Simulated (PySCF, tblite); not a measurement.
# C₅H₉BO₂: geometry, infrared bands and NMR shifts

Aim: predict the infrared bands and NMR shifts of C₅H₉BO₂ (`C=C[C@H]1COB(C)O1`).

The runs use tblite 0.8.0 and PySCF 2.14.0, with density-fitted response routines of our own; the level of theory stands in each step. All values are computed, except where a source is named. Atoms are numbered from 0 throughout.

## (1) Starting geometry

17 atoms, charge 0, multiplicity 1; geometry from: force field or distance geometry start.

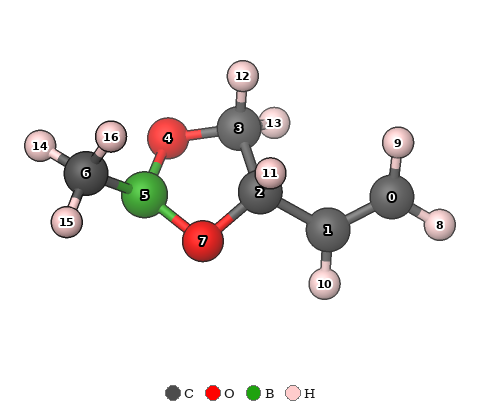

The starting geometry (carbon dark grey, oxygen red, boron green, hydrogen pink), atoms numbered; sticks join atoms by distance.

## (2) Optimising the geometry with GFN2-xTB

The job: settings as JSON, then the geometry in Å.

```
{"job": {"kind": "relax", "xc": "GFN2-xTB", "basis": "xTB"}, "charge": 0, "multiplicity": 1}
C     -2.950500     0.016600    -0.048400
C     -1.848300     0.411100    -0.682600
C     -0.484400     0.298000    -0.006700
C     -0.047900    -1.161100     0.160200
O      1.197900    -1.328300    -0.443800
B      1.601200     0.056500    -0.622000
C      2.811600     0.586700     0.270400
O      0.474700     0.946500    -0.797800
H     -3.915400     0.113200    -0.540200
H     -2.925200    -0.396000     0.959900
H     -1.921600     0.827500    -1.672500
H     -0.544700     0.808000     0.982700
H      0.034000    -1.417200     1.260000
H     -0.761400    -1.882500    -0.294900
H      3.666300    -0.105100     0.190400
H      3.117100     1.591700    -0.062300
H      2.489700     0.646400     1.337500
```

The run is started by

```
$ OMP_NUM_THREADS=1 python probes_run.py task.json out
```

One launch serves the whole session: the jobs run in the order shown.

What it wrote:

```text
step      E/eV     max force
  0    -671.02503    2.313
  1    -671.29142    1.222
  2    -671.40432    1.056
  3    -671.45806    0.701
  4    -671.50779    0.548
  5    -671.54393    0.461
  6    -671.57898    0.468
  7    -671.61203    0.545
  8    -671.65407    0.573
  9    -671.70343    0.530
 10    -671.75199    0.580
 11    -671.79568    0.687
 12    -671.83789    0.748
 13    -671.88369    0.695
 14    -671.94422    0.664
 15    -672.02002    0.709
 16    -672.08832    0.675
 17    -672.15043    0.803
 18    -672.21135    0.556
 19    -672.24278    0.386
 20    -672.25859    0.362
 21    -672.26681    0.509
 22    -672.28459    0.378
 23    -672.30032    0.317
 24    -672.31062    0.209
 25    -672.31715    0.192
 26    -672.32201    0.214
 27    -672.32746    0.196
 28    -672.33510    0.197
 29    -672.34168    0.218
 30    -672.34786    0.185
 31    -672.35434    0.211
 32    -672.36019    0.208
 33    -672.36428    0.178
 34    -672.36732    0.154
 35    -672.37059    0.187
 36    -672.37457    0.190
 37    -672.37870    0.153
 38    -672.38253    0.180
 39    -672.38645    0.192
 40    -672.39169    0.183
 41    -672.39898    0.221
 42    -672.40747    0.224
 43    -672.41478    0.187
 44    -672.42031    0.177
 45    -672.42476    0.175
 46    -672.42846    0.181
 47    -672.43090    0.134
 48    -672.43357    0.106
 49    -672.43610    0.100
 50    -672.43805    0.131
 51    -672.44013    0.155
 52    -672.44215    0.126
 53    -672.44381    0.125
 54    -672.44547    0.093
 55    -672.44728    0.133
 56    -672.44918    0.117
 57    -672.45039    0.076
 58    -672.45102    0.048
 59    -672.45140    0.052
 60    -672.45174    0.050
 61    -672.45208    0.041
 62    -672.45233    0.033
 63    -672.45250    0.025
 64    -672.45263    0.026
 65    -672.45274    0.023
 66    -672.45284    0.023
 67    -672.45292    0.024
 68    -672.45301    0.023
 69    -672.45311    0.023
 70    -672.45321    0.023
 71    -672.45331    0.027
 72    -672.45342    0.029
 73    -672.45352    0.031
 74    -672.45360    0.030
 75    -672.45370    0.025
 76    -672.45380    0.029
 77    -672.45392    0.026
 78    -672.45400    0.016
 79    -672.45405    0.016
 80    -672.45409    0.014
 81    -672.45413    0.014
 82    -672.45418    0.017
 83    -672.45422    0.016
 84    -672.45426    0.013
 85    -672.45430    0.016
 86    -672.45436    0.021
 87    -672.45445    0.024
 88    -672.45458    0.028
 89    -672.45473    0.034
 90    -672.45492    0.040
 91    -672.45517    0.046
 92    -672.45547    0.054
 93    -672.45584    0.053
 94    -672.45631    0.063
 95    -672.45688    0.062
 96    -672.45745    0.048
 97    -672.45762    0.103
 98    -672.45794    0.038
 99    -672.45809    0.028
100    -672.45826    0.032
101    -672.45845    0.038
102    -672.45862    0.037
103    -672.45873    0.031
104    -672.45879    0.024
105    -672.45883    0.015
106    -672.45886    0.016
107    -672.45887    0.015
108    -672.45888    0.008
```

Wall time 0.65 s (1 thread of Arm Neoverse V1, shared host).

Along the way: (not every step is listed)

```tsv
step	energy from step 0 (eV)	largest force (eV/Å)
0	0.0000	2.3134
1	-0.2664	1.2224
2	-0.3793	1.0557
3	-0.4330	0.7007
4	-0.4828	0.5484
5	-0.5189	0.4607
6	-0.5539	0.4677
7	-0.5870	0.5454
8	-0.6290	0.5729
17	-1.1254	0.8033
26	-1.2970	0.2140
35	-1.3456	0.1865
44	-1.3953	0.1773
53	-1.4188	0.1252
62	-1.4273	0.0330
71	-1.4283	0.0270
80	-1.4291	0.0143
89	-1.4297	0.0344
98	-1.4329	0.0379
103	-1.4337	0.0310
104	-1.4338	0.0244
105	-1.4338	0.0146
106	-1.4338	0.0161
107	-1.4338	0.0146
108	-1.4339	0.0083
```

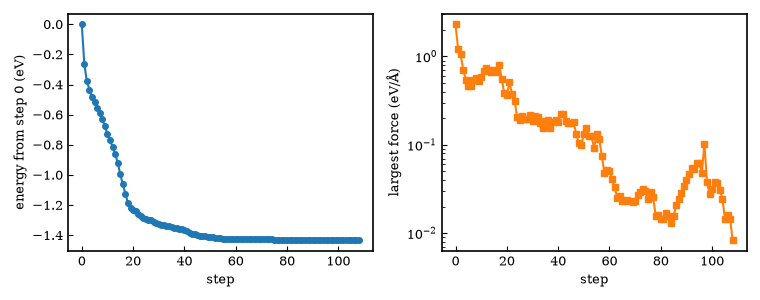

Energy and largest force along the relaxation.

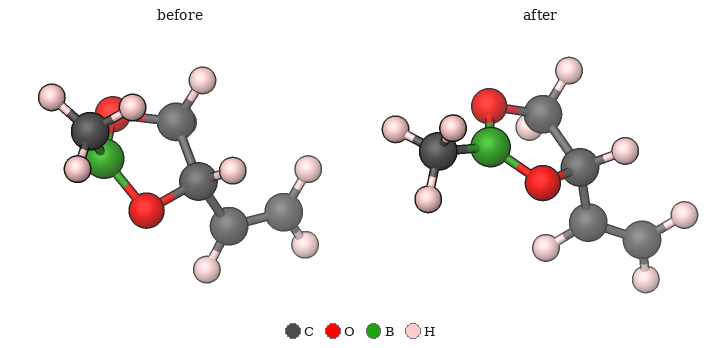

The geometry before (left) and after (right).

Close pairs (by a distance rule), those that changed most:

```tsv
bond	before (Å)	after (Å)	change (Å)
O4–B5	1.453	1.368	-0.086
B5–O7	1.446	1.365	-0.081
C3–H12	1.132	1.094	-0.038
C6–H16	1.116	1.087	-0.029
C1–C2	1.526	1.499	-0.027
C2–C3	1.532	1.558	+0.026
C2–H11	1.115	1.097	-0.018
C6–H14	1.102	1.085	-0.017
```

The end geometry stands in the next job.

## (3) Vibrational analysis with GFN2-xTB

The job: settings as JSON, then the geometry in Å.

```
{"job": {"kind": "ir", "xc": "GFN2-xTB", "basis": "xTB"}, "charge": 0, "multiplicity": 1}
C     -3.042201     0.359781    -0.377256
C     -1.746295     0.257254    -0.600269
C     -0.724262     0.004985     0.467181
C     -0.096847    -1.415961     0.347895
O      1.277015    -1.194404     0.131476
B      1.518900     0.151468     0.117900
C      2.950311     0.785298    -0.088533
O      0.381593     0.879442     0.318604
H     -3.744510     0.525908    -1.175728
H     -3.455555     0.278585     0.614468
H     -1.337188     0.348897    -1.596972
H     -1.161127     0.167524     1.460027
H     -0.228410    -2.003726     1.261085
H     -0.510609    -1.970789    -0.500988
H      3.641954     0.067930    -0.517966
H      2.908047     1.657536    -0.733646
H      3.362185     1.112302     0.862813
```

What it wrote:

```text
mode    cm-1     km/mol
  1      -6.3      0.25
  2      55.6      0.06
  3      71.2      0.02
  4     165.8      3.28
  5     231.4      1.98
  6     297.0      0.46
  7     336.7      0.19
  8     404.6      1.54
  9     484.4     28.76
 10     570.7      2.98
 11     661.9      0.96
 12     733.7      6.78
 13     833.7      7.62
 14     845.8      8.34
 15     872.3      2.65
 16     888.5     85.35
 17     900.3      9.76
 18     969.5      2.08
 19    1008.4      2.71
 20    1020.0     20.33
 21    1053.8     75.17
 22    1060.3     45.23
 23    1142.6      1.43
 24    1145.6    325.70
 25    1182.6      4.43
 26    1236.5     90.73
 27    1246.9     35.26
 28    1268.8    174.57
 29    1293.5     81.54
 30    1306.0     19.93
 31    1383.5     40.92
 32    1412.1      0.23
 33    1474.3      0.79
 34    1481.7      2.68
 35    1486.0      1.46
 36    1715.4      5.01
 37    2899.4     28.87
 38    2919.0     53.39
 39    2942.6     39.96
 40    3036.9     20.91
 41    3056.1     16.22
 42    3064.7     22.51
 43    3072.9     19.51
 44    3103.3     19.31
 45    3131.6     39.27
```

Wall time 0.51 s (1 thread of Arm Neoverse V1, shared host).

Which atoms move in the most intense modes:

```tsv
cm⁻¹	km/mol	atoms
888	85.3	H16 36 %, B5 20 %, H15 19 %, C6 18 %
1054	75.2	C2 40 %, O7 23 %, C3 12 %
1060	45.2	C3 34 %, O4 28 %
1146	325.7	B5 49 %, O4 10 %
1236	90.7	H11 56 %, B5 18 %, C2 11 %
1269	174.6	B5 37 %, H10 14 %, H11 12 %
1294	81.5	B5 22 %, H12 21 %, H13 16 %
2919	53.4	H13 67 %, H12 20 %
```

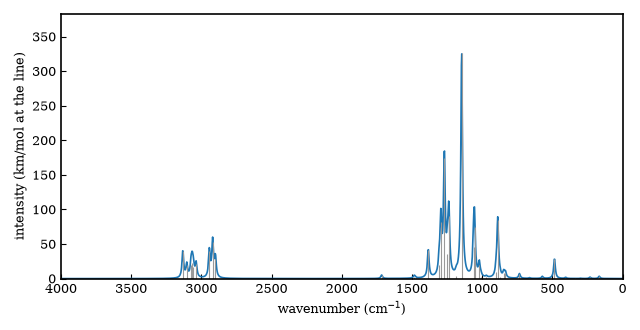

The infrared spectrum from these modes, unscaled. Lines are broadened to a width of 14 cm⁻¹ (Lorentzian).

## (4) NMR shieldings: PBE0/pcSseg-1

Settings changed since step 3:

```diff
@@ -1,2 +1,2 @@
-{"job": {"kind": "ir", "xc": "GFN2-xTB", "basis": "xTB"}, "charge": 0, "multiplicity": 1}
+{"job": {"kind": "nmr", "xc": "PBE0", "basis": "pcSseg-1"}, "charge": 0, "multiplicity": 1}
 C     -3.042201     0.359781    -0.377256
```

Method: GIAO PBE0/pcSseg-1 NMR shielding, non-relativistic, gas phase.

What it wrote:

```text
coarse grid: 14272 points
cycle   1  E = -370.6567566622  dE =  1.183e+00  |g| = 8.152e-01  |ddm| = 3.602e+00
cycle   2  E = -370.5543025157  dE =  1.025e-01  |g| = 1.126e+00  |ddm| = 1.320e+00
cycle   3  E = -370.7819445469  dE = -2.276e-01  |g| = 1.009e-01  |ddm| = 8.250e-01
cycle   4  E = -370.7839445571  dE = -2.000e-03  |g| = 3.142e-02  |ddm| = 8.884e-02
cycle   5  E = -370.7841732711  dE = -2.287e-04  |g| = 7.567e-03  |ddm| = 2.752e-02
cycle   6  E = -370.7841833748  dE = -1.010e-05  |g| = 3.631e-03  |ddm| = 7.633e-03
cycle   7  E = -370.7841866061  dE = -3.231e-06  |g| = 5.564e-04  |ddm| = 2.804e-03
final grid: 138016 points
cycle   8  E = -370.8509956804  dE = -3.950e-05  |g| = 1.227e-02  |ddm| = 2.774e-02
cycle   9  E = -370.8509707154  dE =  2.497e-05  |g| = 1.717e-02  |ddm| = 1.765e-02
cycle  10  E = -370.8510251931  dE = -5.448e-05  |g| = 1.390e-03  |ddm| = 1.056e-02
cycle  11  E = -370.8510256057  dE = -4.126e-07  |g| = 1.304e-04  |ddm| = 1.110e-03
cycle  12  E = -370.8510256088  dE = -3.049e-09  |g| = 6.554e-05  |ddm| = 1.481e-04
cycle  13  E = -370.8510256095  dE = -7.765e-10  |g| = 2.940e-05  |ddm| = 6.335e-05
converged SCF energy = -370.8510256095

GIAO shielding tensors (ppm)
atom      isotropic    diamagn.    paramagn.     s11        s22        s33       span
  0 C       65.441     253.333    -187.892    -46.006     77.898    164.431    210.437
  1 C       35.979     256.119    -220.140    -82.654     48.039    142.551    225.205
  2 C      102.809     246.495    -143.685     75.402     92.736    140.290     64.887
  3 C      110.822     249.470    -138.647     74.457    102.088    155.922     81.465
  4 O      198.243     394.339    -196.096     72.817    239.769    282.143    209.325
  5 B       66.533     197.903    -131.370     44.228     75.305     80.067     35.839
  6 C      192.773     252.871     -60.098    185.787    193.143    199.388     13.601
  7 O      180.242     395.784    -215.541     63.431    223.409    253.886    190.455
  8 H       26.350      28.414      -2.064     23.506     25.396     30.147      6.641
  9 H       26.343      30.870      -4.527     22.804     25.658     30.568      7.764
 10 H       25.540      32.362      -6.822     22.577     24.715     29.329      6.752
 11 H       26.834      32.654      -5.820     24.259     25.293     30.951      6.692
 12 H       27.123      30.672      -3.549     23.208     26.325     31.835      8.627
 13 H       27.684      31.171      -3.487     23.898     27.303     31.851      7.953
 14 H       31.391      29.455       1.936     26.724     29.450     37.999     11.275
 15 H       31.416      30.708       0.709     26.839     29.364     38.047     11.208
 16 H       31.481      29.218       2.263     27.298     28.552     38.594     11.296
```

Wall time 38 s (1 thread of Arm Neoverse V1, shared host); peak memory 0.8 GiB.

The references, computed at this level on geometries of the same kind, shield at (ppm): 1H TMS 31.72, 13C TMS 186.9, 17O H2O 336.1, 11B BF3·OEt2 100.1. Their shielding less the atom's gives the shift. The references are single molecules in the gas phase, so shifts against H2O, NH3, PH3, H3PO4 or CFCl3 are not on the usual liquid scales and can be off by tens of ppm. Atoms listed in one row are averaged.

```tsv
atoms	environment	σ (ppm)	δ (ppm)	δ scaled to CDCl3
C1	alkene CH	36.0	150.9	145.4
C0	terminal =CH2 carbon	65.4	121.5	116.7
C2	allylic sp3 CH bonded to O	102.8	84.1	80.2
C3	sp3 CH2 bonded to O	110.8	76.1	72.4
C6	methyl carbon bonded to B	192.8	-5.8	-7.6
H10	hydrogen on an alkene CH	25.54	6.18	5.93
H9	hydrogen on a terminal =CH2 carbon	26.34	5.37	5.17
H8	hydrogen on a terminal =CH2 carbon	26.35	5.37	5.17
H11	hydrogen on an allylic sp3 CH bonded to O	26.83	4.88	4.71
H12	hydrogen on an sp3 CH2 bonded to O	27.12	4.59	4.44
H13	hydrogen on an sp3 CH2 bonded to O	27.68	4.03	3.91
H14, H15, H16	hydrogen on a methyl carbon bonded to B	31.43	0.29	0.38
O7	oxygen bonded to C, B, in a 5-membered ring	180.2	155.8	–
O4	oxygen bonded to C, B, in a 5-membered ring	198.2	137.8	–
B5	boron bonded to C, 2 O, in a 5-membered ring	66.5	33.5	–
```

The scaled column applies a straight-line fit of computed shieldings to shifts measured in CDCl3 (root-mean-square error 0.16 ppm for H, 1.9 ppm for C).

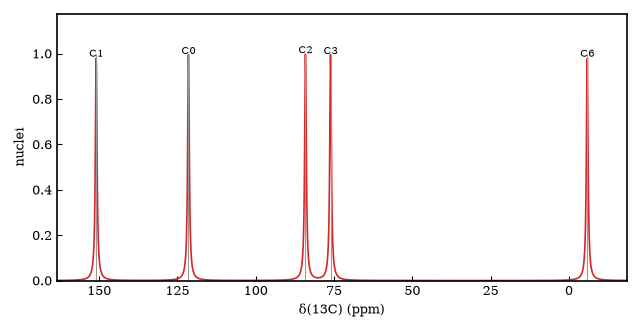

13C lines at the computed shifts, without couplings. Lines are broadened to a width of 0.63 ppm (Lorentzian).

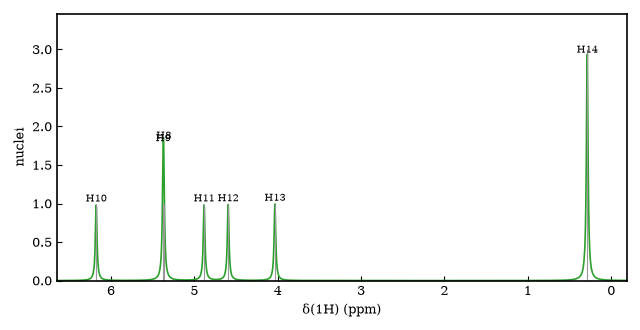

1H lines at the computed shifts, without couplings. Lines are broadened to a width of 0.02 ppm (Lorentzian).

Charges from the same density, by scheme (e):

```tsv
atoms	Mulliken	IAO	Hirshfeld	ESP fit
C0	-0.13	-0.31	-0.10	-0.43
C1	-0.18	-0.14	-0.04	-0.23
C2	0.00	0.07	0.05	0.34
C3	0.10	-0.07	0.00	-0.10
O4	-0.49	-0.41	-0.19	-0.45
B5	0.59	0.50	0.25	0.84
C6	-0.52	-0.60	-0.20	-0.84
O7	-0.48	-0.41	-0.19	-0.54
```

Hirshfeld charges:

C0 -0.10; C1 -0.04; C2 0.05; C3 0.00; O4 -0.19; B5 0.25; C6 -0.20; O7 -0.19; H8 0.05; H9 0.05; H10 0.05; H11 0.04; H12 0.05; H13 0.04; H14 0.04; H15 0.04; H16 0.05

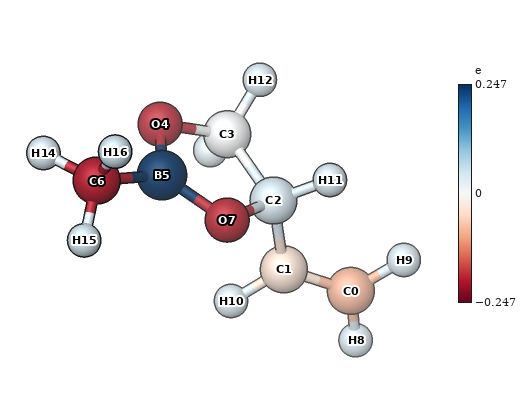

Hirshfeld charges, as colours on the atoms.

Mayer bond orders: C0–C1 1.97, C1–C2 1.00, C2–C3 1.02, C3–O4 0.89, O4–B5 1.15, B5–C6 1.05, B5–O7 1.15, O7–C2 0.86.

Ring of atoms C2, C3, O4, B5, O7: NICS(0) -5.4, NICS(1) -2.3, NICS(1)zz -4.5 ppm (means of both faces).

## (5) Summary of results

| quantity | value |
| --- | --- |
| strongest single infrared mode (GFN2-xTB) | 1146 cm⁻¹, 326 km/mol |
| zero-point energy (GFN2-xTB) | 85.0 kcal/mol |
| 13C shifts against TMS (PBE0/pcSseg-1) | 150.9, 121.5, 84.1, 76.1, -5.8 ppm |
| 1H shifts against TMS (PBE0/pcSseg-1, means over atoms taken as alike) | 6.18, 5.37, 5.37, 4.88, 4.59, 4.03, 0.29 ppm |
| 17O shifts against H2O (PBE0/pcSseg-1) | 155.8, 137.8 ppm |
| 11B shifts against BF3·OEt2 (PBE0/pcSseg-1) | 33.5 ppm |

The optimisation took 108 steps and gained 1.434 eV; among the close pairs (by a distance rule), O4–B5 changed most, from 1.453 to 1.368 Å. The lowest mode is slightly imaginary (6i cm⁻¹), a soft motion within the noise of the Hessian, so the minimum is not strictly shown. GFN2-xTB is a fitted tight-binding method: band positions and strengths are rough. Its intensities can rank the bands wrongly. C1 (alkene CH) lies farthest downfield among carbon, at 150.9 ppm; the olefinic region. The most deshielded hydrogen is H10 (hydrogen on an alkene CH), at 6.18 ppm: attached to an sp2 carbon and in the plane of the double bond. At PBE0/pcSseg-1: Shielding is most anisotropic at C1 (span 225 ppm, paramagnetic term -220 ppm).
